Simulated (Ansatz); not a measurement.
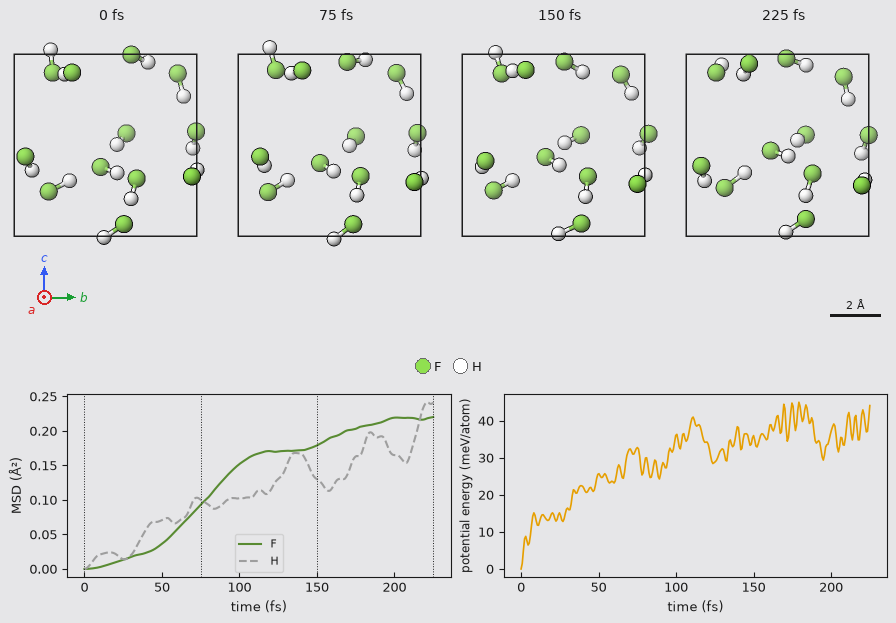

Molecular dynamics of a periodic cell with 12 HF at 0.977 g/cm³, 225 fs long. Frames and the history of the run. The picture is a ball-and-stick view of the simulation cell, seen along the a axis.

All numbers below come from DFT PBE-D3(BJ), scalar-relativistic, plane waves, PAW in Ansatz. Set-up: plane-wave cutoff 420 eV; k-point mesh 1 × 1 × 1; Fermi-Dirac smearing 0.02 eV; low-accuracy preset; Langevin thermostat (NVT); set temperature 300 K; time step 0.75 fs; friction 0.02 per fs.

The input:
```yaml
accuracy: low
crystal:
  lattice:
    - [7.41686, 0.0, 0.0]
    - [0.0, 7.41686, 0.0]
    - [0.0, 0.0, 7.41686]
  atoms:
    - { symbol: F, position: [0.24989718, -0.00300418, 0.57578521] }
    - { symbol: H, position: [0.15769037, -0.02074725, 0.48400943] }
    - { symbol: F, position: [0.37230434, 0.47340794, 0.38093869] }
    - { symbol: H, position: [0.47181755, 0.56359293, 0.3485694] }
    - { symbol: F, position: [0.77430034, 0.31700285, 0.89895687] }
    - { symbol: H, position: [0.64976526, 0.27598926, 0.89013704] }
    - { symbol: F, position: [0.20010519, 0.896269, 0.89417634] }
    - { symbol: H, position: [0.21186111, 0.92867823, 0.76850945] }
    - { symbol: F, position: [0.80531061, 0.60110235, 0.06727787] }
    - { symbol: H, position: [0.78942227, 0.49168343, -0.00573504] }
    - { symbol: F, position: [0.07624852, 0.61496586, 0.56558509] }
    - { symbol: H, position: [0.17419943, 0.56333279, 0.50407712] }
    - { symbol: F, position: [0.40565956, 0.64168147, 0.99732673] }
    - { symbol: H, position: [0.32506418, 0.73352703, 0.95530544] }
    - { symbol: F, position: [0.71878303, 0.06016781, 0.43818451] }
    - { symbol: H, position: [0.62162462, 0.09717971, 0.36269811] }
    - { symbol: F, position: [0.45591819, 0.21071109, 0.89846869] }
    - { symbol: H, position: [0.43095524, 0.19871647, 1.02357391] }
    - { symbol: F, position: [0.61568514, 0.67095502, 0.31763531] }
    - { symbol: H, position: [0.68211604, 0.6401479, 0.20641522] }
    - { symbol: F, position: [0.02669958, 0.97417541, 0.32929856] }
    - { symbol: H, position: [-0.09524726, 1.00267377, 0.3650827] }
    - { symbol: F, position: [0.45619203, 0.18859933, 0.24631518] }
    - { symbol: H, position: [0.41569848, 0.3025559, 0.30572947] }
basis:
  ecutwfc: 420.0
kpoints:
  mp_grid: { grid: [1, 1, 1] }
hamiltonian:
  xc: pbe
  dispersion: d3bj
scf:
  occupations: { method: fermi_dirac, width: 0.02 }
  lower_state_search: "off"
md:
  timestep: 0.75
  n_steps: 300
  ensemble: nvt_langevin
  temperature: 300.0
  initial_velocities: maxwell_boltzmann
  seed: 826358
  friction: 0.02
```

Run as
```bash
ansatz run input.yaml --threads 1 --pin off --max-ram 3072MiB --backend cpu --events-out ev --progress --plain --runs-dir out
```

Question: Describe the run.

Answer: The mean temperature in the second half is 315 K (standard deviation 76 K). The potential energy in the second half lies on average 36.4 meV per atom above the first frame. Root-mean-square distances from the starting positions over the second half, with the common drift of all atoms taken out: F 0.44 Å, H 0.40 Å. The heavy atoms stay within a fraction of a molecule's size of their starting places; so short a run doesn't tell a liquid from a solid.

Limits of the set-up: the program's low-accuracy preset was used; the periodic images lie only 7.4 Å apart, so the values are limited by the cell's size.

The run took 7.4 min on 1 thread of Intel(R) Xeon(R) Platinum 8488C (Sapphire Rapids), with other jobs on the host, peak memory 0.47 GiB.
